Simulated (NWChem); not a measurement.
# Energy and gradient calculation of CH$_{5}$Ga (part 2 of 4)

CH$_{5}$Ga; B3LYP/6-31G*, RKS (NWChem 7.3.0). The geometry comes from this level: GFN2-xTB.

Geometry of the input (Å):
```
Ga 0.5310  0.9294  0.0019
H  2.1072  1.0370  0.0326
H  -0.1615  2.3485  -0.0374
C  -0.4727  -0.8221  0.0027
H  -0.5741  -1.2212  -1.0112
H  -1.4805  -0.6967  0.4110
H  0.0506  -1.5750  0.6005
```

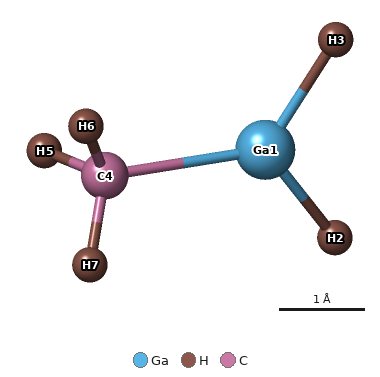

The structure as given in the input (ball-and-stick view, seen at an oblique angle; atoms are numbered from 1 in the order of the input). Sticks mark near contacts.

## What the program printed, continued
```
 Vector    9  Occ=2.000000D+00  E=-3.788264D+00
              MO Center=  5.3D-01,  9.3D-01,  1.9D-03, r^2= 1.5D-01
   Bfn.  Coefficient  Atom+Function         Bfn.  Coefficient  Atom+Function
  ----- ------------  ---------------      ----- ------------  ---------------
     7      0.926584  1 Ga px                 8     -0.528214  1 Ga py
     3     -0.335377  1 Ga px                 4      0.191187  1 Ga py
     9      0.028487  1 Ga pz

 Vector   10  Occ=2.000000D+00  E=-3.786805D+00
              MO Center=  5.3D-01,  9.3D-01,  1.9D-03, r^2= 1.5D-01
   Bfn.  Coefficient  Atom+Function         Bfn.  Coefficient  Atom+Function
  ----- ------------  ---------------      ----- ------------  ---------------
     8      0.926930  1 Ga py                 7      0.528457  1 Ga px
     4     -0.335495  1 Ga py                 3     -0.191271  1 Ga px

 Vector   11  Occ=2.000000D+00  E=-8.313962D-01
              MO Center=  5.3D-01,  9.2D-01,  1.9D-03, r^2= 2.6D-01
   Bfn.  Coefficient  Atom+Function         Bfn.  Coefficient  Atom+Function
  ----- ------------  ---------------      ----- ------------  ---------------
    23      0.739233  1 Ga dzz               29      0.398933  1 Ga dzz
    21     -0.375402  1 Ga dyy               18     -0.363829  1 Ga dxx
    27     -0.198940  1 Ga dyy               24     -0.192509  1 Ga dxx
    35      0.089134  1 Ga dzz               20     -0.047875  1 Ga dxz
    33     -0.042297  1 Ga dyy               30     -0.041118  1 Ga dxx

 Vector   12  Occ=2.000000D+00  E=-8.261836D-01
              MO Center=  5.3D-01,  9.3D-01,  1.8D-03, r^2= 2.4D-01
   Bfn.  Coefficient  Atom+Function         Bfn.  Coefficient  Atom+Function
  ----- ------------  ---------------      ----- ------------  ---------------
    20      1.116508  1 Ga dxz               22     -0.643358  1 Ga dyz
    26      0.596692  1 Ga dxz               28     -0.343834  1 Ga dyz
    32      0.128038  1 Ga dxz               34     -0.073722  1 Ga dyz
    23      0.034470  1 Ga dzz               18     -0.029136  1 Ga dxx
    19      0.026044  1 Ga dxy

 Vector   13  Occ=2.000000D+00  E=-8.254610D-01
              MO Center=  5.3D-01,  9.3D-01,  1.7D-03, r^2= 2.4D-01
   Bfn.  Coefficient  Atom+Function         Bfn.  Coefficient  Atom+Function
  ----- ------------  ---------------      ----- ------------  ---------------
    22      1.117094  1 Ga dyz               20      0.643581  1 Ga dxz
    28      0.596488  1 Ga dyz               26      0.343658  1 Ga dxz
    34      0.130268  1 Ga dyz               32      0.075007  1 Ga dxz

 Vector   14  Occ=2.000000D+00  E=-8.212372D-01
              MO Center=  5.4D-01,  9.4D-01,  2.0D-03, r^2= 2.6D-01
   Bfn.  Coefficient  Atom+Function         Bfn.  Coefficient  Atom+Function
  ----- ------------  ---------------      ----- ------------  ---------------
    19      0.599591  1 Ga dxy               18      0.566253  1 Ga dxx
    21     -0.565106  1 Ga dyy               25      0.319432  1 Ga dxy
    24      0.301694  1 Ga dxx               27     -0.301108  1 Ga dyy
    31      0.079531  1 Ga dxy               30      0.074842  1 Ga dxx
    33     -0.074755  1 Ga dyy               36      0.028709  2 H  s

 Vector   15  Occ=2.000000D+00  E=-8.205628D-01
              MO Center=  5.1D-01,  9.0D-01,  1.8D-03, r^2= 3.0D-01
   Bfn.  Coefficient  Atom+Function         Bfn.  Coefficient  Atom+Function
  ----- ------------  ---------------      ----- ------------  ---------------
    19      1.126339  1 Ga dxy               25      0.600537  1 Ga dxy
    18     -0.306914  1 Ga dxx               21      0.288812  1 Ga dyy
    24     -0.163245  1 Ga dxx               27      0.154426  1 Ga dyy
    31      0.143575  1 Ga dxy               41      0.044988  4 C  s
    30     -0.038471  1 Ga dxx               33      0.037164  1 Ga dyy

 Vector   16  Occ=2.000000D+00  E=-6.782021D-01
              MO Center= -5.1D-01, -8.9D-01, -4.3D-03, r^2= 1.1D+00
   Bfn.  Coefficient  Atom+Function         Bfn.  Coefficient  Atom+Function
  ----- ------------  ---------------      ----- ------------  ---------------
    41      0.370499  4 C  s                 45      0.347477  4 C  s
    40     -0.193137  4 C  s                 55      0.146999  5 H  s
    10     -0.145873  1 Ga s                 19     -0.144493  1 Ga dxy
    57      0.143825  6 H  s                 59      0.144370  7 H  s
    25     -0.073560  1 Ga dxy               21     -0.069863  1 Ga dyy

 Vector   17  Occ=2.000000D+00  E=-4.371702D-01
              MO Center=  5.8D-01,  1.0D+00, -5.9D-04, r^2= 2.5D+00
   Bfn.  Coefficient  Atom+Function         Bfn.  Coefficient  Atom+Function
  ----- ------------  ---------------      ----- ------------  ---------------
    10      0.765817  1 Ga s                  6     -0.318862  1 Ga s
    36     -0.157685  2 H  s                 38     -0.158399  3 H  s
    43     -0.144678  4 C  py                37     -0.113828  2 H  s
    39     -0.114191  3 H  s                  2      0.086992  1 Ga s
    47     -0.085496  4 C  py                42     -0.081140  4 C  px

 Vector   18  Occ=2.000000D+00  E=-3.968481D-01
              MO Center= -5.8D-01, -8.8D-01,  2.3D-01, r^2= 1.4D+00
   Bfn.  Coefficient  Atom+Function         Bfn.  Coefficient  Atom+Function
  ----- ------------  ---------------      ----- ------------  ---------------
    42      0.378591  4 C  px                57     -0.243655  6 H  s
    59      0.224276  7 H  s                 43     -0.216800  4 C  py
    58     -0.203720  6 H  s                 60      0.188009  7 H  s
    46      0.175786  4 C  px                47     -0.100143  4 C  py
    11      0.084655  1 Ga px                12     -0.047627  1 Ga py

 Vector   19  Occ=2.000000D+00  E=-3.963583D-01
              MO Center= -5.0D-01, -9.9D-01, -2.3D-01, r^2= 1.3D+00
   Bfn.  Coefficient  Atom+Function         Bfn.  Coefficient  Atom+Function
  ----- ------------  ---------------      ----- ------------  ---------------
    44      0.438642  4 C  pz                55     -0.272636  5 H  s
    56     -0.233689  5 H  s                 48      0.208749  4 C  pz
    59      0.153621  7 H  s                 60      0.129486  7 H  s
    57      0.119849  6 H  s                 58      0.100697  6 H  s
    13      0.057836  1 Ga pz                22      0.056662  1 Ga dyz

 Vector   20  Occ=2.000000D+00  E=-2.882310D-01
              MO Center=  7.3D-01,  1.4D+00,  4.0D-03, r^2= 2.8D+00
   Bfn.  Coefficient  Atom+Function         Bfn.  Coefficient  Atom+Function
  ----- ------------  ---------------      ----- ------------  ---------------
    11      0.345639  1 Ga px                39     -0.260679  3 H  s
    38     -0.249257  3 H  s                 12     -0.244665  1 Ga py
    37      0.237939  2 H  s                 36      0.226351  2 H  s
     7     -0.133905  1 Ga px                19     -0.098952  1 Ga dxy
     8      0.094978  1 Ga py                18     -0.073975  1 Ga dxx

 Vector   21  Occ=2.000000D+00  E=-2.852874D-01
              MO Center=  1.6D-01,  1.2D-01,  4.2D-03, r^2= 2.9D+00
   Bfn.  Coefficient  Atom+Function         Bfn.  Coefficient  Atom+Function
  ----- ------------  ---------------      ----- ------------  ---------------
    12      0.348305  1 Ga py                43     -0.347712  4 C  py
    11      0.245490  1 Ga px                42     -0.208362  4 C  px
    47     -0.203798  4 C  py                37      0.148475  2 H  s
    36      0.147475  2 H  s                  8     -0.136237  1 Ga py
    46     -0.121484  4 C  px                19      0.103674  1 Ga dxy

 Vector   22  Occ=0.000000D+00  E=-6.069972D-02
              MO Center=  5.5D-01,  9.6D-01,  2.2D-02, r^2= 3.9D+00
   Bfn.  Coefficient  Atom+Function         Bfn.  Coefficient  Atom+Function
  ----- ------------  ---------------      ----- ------------  ---------------
    13      0.657970  1 Ga pz                17      0.478245  1 Ga pz
     9     -0.210498  1 Ga pz                56      0.175298  5 H  s
    60     -0.099770  7 H  s                 58     -0.075186  6 H  s
    55      0.073404  5 H  s                 44     -0.067222  4 C  pz
     5      0.062720  1 Ga pz                59     -0.041490  7 H  s

 Vector   23  Occ=0.000000D+00  E= 2.203639D-02
              MO Center=  1.3D-01,  2.4D-01, -2.6D-02, r^2= 6.3D+00
   Bfn.  Coefficient  Atom+Function         Bfn.  Coefficient  Atom+Function
  ----- ------------  ---------------      ----- ------------  ---------------
    45      1.003721  4 C  s                 14     -0.801211  1 Ga s
    16      0.742986  1 Ga py                15      0.430628  1 Ga px
    10      0.276734  1 Ga s                 39      0.243435  3 H  s
    37      0.236345  2 H  s                 47      0.209228  4 C  py
    41      0.179421  4 C  s                 56     -0.142508  5 H  s

 Vector   24  Occ=0.000000D+00  E= 6.629551D-02
              MO Center=  7.8D-01,  1.4D+00, -3.4D-03, r^2= 7.0D+00
   Bfn.  Coefficient  Atom+Function         Bfn.  Coefficient  Atom+Function
  ----- ------------  ---------------      ----- ------------  ---------------
    14      1.625957  1 Ga s                 10      0.851199  1 Ga s
    45     -0.393682  4 C  s                 35     -0.293119  1 Ga dzz
    30     -0.275690  1 Ga dxx               33     -0.274798  1 Ga dyy
    16      0.261149  1 Ga py                47      0.216568  4 C  py
    12     -0.161941  1 Ga py                56      0.158531  5 H  s

 Vector   25  Occ=0.000000D+00  E= 8.598153D-02
              MO Center=  4.0D-01,  7.0D-01, -3.7D-03, r^2= 9.2D+00
   Bfn.  Coefficient  Atom+Function         Bfn.  Coefficient  Atom+Function
  ----- ------------  ---------------      ----- ------------  ---------------
    15      1.241965  1 Ga px                16     -0.737877  1 Ga py
    39      0.602239  3 H  s                 37     -0.576193  2 H  s
    46     -0.126626  4 C  px                11     -0.103121  1 Ga px
    42     -0.102860  4 C  px                38      0.101843  3 H  s
    36     -0.096923  2 H  s                 47      0.079175  4 C  py

 Vector   26  Occ=0.000000D+00  E= 9.199371D-02
              MO Center=  9.5D-01,  1.7D+00, -2.7D-02, r^2= 5.3D+00
   Bfn.  Coefficient  Atom+Function         Bfn.  Coefficient  Atom+Function
  ----- ------------  ---------------      ----- ------------  ---------------
    37     -0.898634  2 H  s                 39     -0.897431  3 H  s
    16      0.870883  1 Ga py                14      0.597018  1 Ga s
    15      0.531808  1 Ga px                10     -0.394083  1 Ga s
    35      0.214396  1 Ga dzz               56      0.195925  5 H  s
    36     -0.162894  2 H  s                 38     -0.162902  3 H  s

 Vector   27  Occ=0.000000D+00  E= 1.253429D-01
              MO Center=  2.1D-01,  2.4D-01, -1.3D-01, r^2= 7.6D+00
   Bfn.  Coefficient  Atom+Function         Bfn.  Coefficient  Atom+Function
  ----- ------------  ---------------      ----- ------------  ---------------
    17      1.035217  1 Ga pz                13     -0.885403  1 Ga pz
    56     -0.817570  5 H  s                 48     -0.696200  4 C  pz
    60      0.463630  7 H  s                 58      0.313649  6 H  s
    44     -0.214866  4 C  pz                 9      0.191194  1 Ga pz
    39     -0.110578  3 H  s                 16      0.102272  1 Ga py

 Vector   28  Occ=0.000000D+00  E= 1.383691D-01
              MO Center= -3.8D-02, -8.7D-03,  1.6D-01, r^2= 4.5D+00
   Bfn.  Coefficient  Atom+Function         Bfn.  Coefficient  Atom+Function
  ----- ------------  ---------------      ----- ------------  ---------------
    58      1.036876  6 H  s                 60     -0.937513  7 H  s
    11      0.811372  1 Ga px                46      0.748934  4 C  px
    37     -0.542256  2 H  s                 39      0.476919  3 H  s
    12     -0.470017  1 Ga py                47     -0.441926  4 C  py
     7     -0.167281  1 Ga px                42      0.161093  4 C  px

 Vector   29  Occ=0.000000D+00  E= 1.920095D-01
              MO Center= -1.1D-01, -3.0D-01, -5.1D-01, r^2= 4.9D+00
   Bfn.  Coefficient  Atom+Function         Bfn.  Coefficient  Atom+Function
  ----- ------------  ---------------      ----- ------------  ---------------
    56      1.720164  5 H  s                 45     -1.465978  4 C  s
    47      0.694126  4 C  py                14     -0.658787  1 Ga s
    58      0.617563  6 H  s                 60      0.615300  7 H  s
    48      0.542791  4 C  pz                12      0.539133  1 Ga py
    13     -0.442537  1 Ga pz                17      0.400254  1 Ga pz

 Vector   30  Occ=0.000000D+00  E= 1.979940D-01
              MO Center= -1.1D-01, -3.6D-01,  3.3D-01, r^2= 5.6D+00
   Bfn.  Coefficient  Atom+Function         Bfn.  Coefficient  Atom+Function
  ----- ------------  ---------------      ----- ------------  ---------------
    60      1.441910  7 H  s                 58      1.121244  6 H  s
    48     -1.008866  4 C  pz                45     -0.916826  4 C  s
    13      0.762872  1 Ga pz                56     -0.755082  5 H  s
    17     -0.682248  1 Ga pz                47      0.352683  4 C  py
    14     -0.329585  1 Ga s                 44     -0.286218  4 C  pz

 Vector   31  Occ=0.000000D+00  E= 2.088580D-01
              MO Center= -1.1D-01,  1.5D-01,  2.7D-01, r^2= 5.4D+00
   Bfn.  Coefficient  Atom+Function         Bfn.  Coefficient  Atom+Function
  ----- ------------  ---------------      ----- ------------  ---------------
    58      1.339159  6 H  s                 11     -1.045997  1 Ga px
    60     -0.992740  7 H  s                 46      0.908039  4 C  px
    12      0.634755  1 Ga py                39     -0.573931  3 H  s
    37      0.504728  2 H  s                 47     -0.462103  4 C  py
    15      0.362346  1 Ga px                42      0.321809  4 C  px

 Vector   32  Occ=0.000000D+00  E= 2.593711D-01
              MO Center=  2.4D-01,  4.0D-01, -5.5D-02, r^2= 6.2D+00
   Bfn.  Coefficient  Atom+Function         Bfn.  Coefficient  Atom+Function
  ----- ------------  ---------------      ----- ------------  ---------------
    45      1.617293  4 C  s                 12      1.337123  1 Ga py
    14      1.117851  1 Ga s                 16     -1.077431  1 Ga py
    56     -1.049025  5 H  s                 60     -0.897048  7 H  s
    58     -0.865585  6 H  s                 11      0.748626  1 Ga px
    15     -0.610924  1 Ga px                10      0.383788  1 Ga s

 Vector   33  Occ=0.000000D+00  E= 4.099457D-01
              MO Center=  5.0D-01,  8.8D-01,  1.5D-02, r^2= 2.4D+00
   Bfn.  Coefficient  Atom+Function         Bfn.  Coefficient  Atom+Function
  ----- ------------  ---------------      ----- ------------  ---------------
    32      1.465755  1 Ga dxz               34     -0.975742  1 Ga dyz
    20     -0.339893  1 Ga dxz               22      0.226613  1 Ga dyz
    26     -0.204743  1 Ga dxz               60     -0.177380  7 H  s
    58      0.162767  6 H  s                 28      0.135937  1 Ga dyz
    42      0.120796  4 C  px                30     -0.108886  1 Ga dxx

 Vector   34  Occ=0.000000D+00  E= 4.201983D-01
              MO Center=  3.4D-01,  5.6D-01, -7.0D-02, r^2= 2.9D+00
   Bfn.  Coefficient  Atom+Function         Bfn.  Coefficient  Atom+Function
  ----- ------------  ---------------      ----- ------------  ---------------
    34      1.302713  1 Ga dyz               32      0.864078  1 Ga dxz
    56      0.385875  5 H  s                 44      0.338900  4 C  pz
    22     -0.314468  1 Ga dyz               55     -0.244151  5 H  s
    60     -0.229759  7 H  s                 20     -0.206697  1 Ga dxz
    28     -0.178936  1 Ga dyz               58     -0.157286  6 H  s

 Vector   35  Occ=0.000000D+00  E= 4.985195D-01
              MO Center= -3.9D-01, -6.8D-01,  4.6D-03, r^2= 4.0D+00
   Bfn.  Coefficient  Atom+Function         Bfn.  Coefficient  Atom+Function
  ----- ------------  ---------------      ----- ------------  ---------------
    47      1.785960  4 C  py                31     -1.418956  1 Ga dxy
    46      1.033303  4 C  px                12      0.971340  1 Ga py
    33     -0.816139  1 Ga dyy               11      0.561866  1 Ga px
    14     -0.521321  1 Ga s                 56      0.460890  5 H  s
    58      0.443352  6 H  s                 60      0.440244  7 H  s

 Vector   36  Occ=0.000000D+00  E= 5.333008D-01
              MO Center=  6.3D-01,  1.0D+00,  5.0D-02, r^2= 3.6D+00
   Bfn.  Coefficient  Atom+Function         Bfn.  Coefficient  Atom+Function
  ----- ------------  ---------------      ----- ------------  ---------------
    37      1.215479  2 H  s                 35      1.073930  1 Ga dzz
    39      1.037927  3 H  s                 14     -0.962787  1 Ga s
    30     -0.863679  1 Ga dxx               31      0.532451  1 Ga dxy
    33     -0.361764  1 Ga dyy               10      0.344994  1 Ga s
    12     -0.319714  1 Ga py                34      0.234554  1 Ga dyz

 Vector   37  Occ=0.000000D+00  E= 5.707742D-01
              MO Center=  5.7D-01,  1.1D+00,  5.7D-03, r^2= 4.6D+00
   Bfn.  Coefficient  Atom+Function         Bfn.  Coefficient  Atom+Function
  ----- ------------  ---------------      ----- ------------  ---------------
    39      1.582066  3 H  s                 37     -1.426433  2 H  s
    31      1.177592  1 Ga dxy               33     -0.984710  1 Ga dyy
    30      0.912247  1 Ga dxx               15      0.663305  1 Ga px
    11      0.636155  1 Ga px                58      0.499967  6 H  s
    60     -0.462655  7 H  s                 16     -0.417812  1 Ga py
```
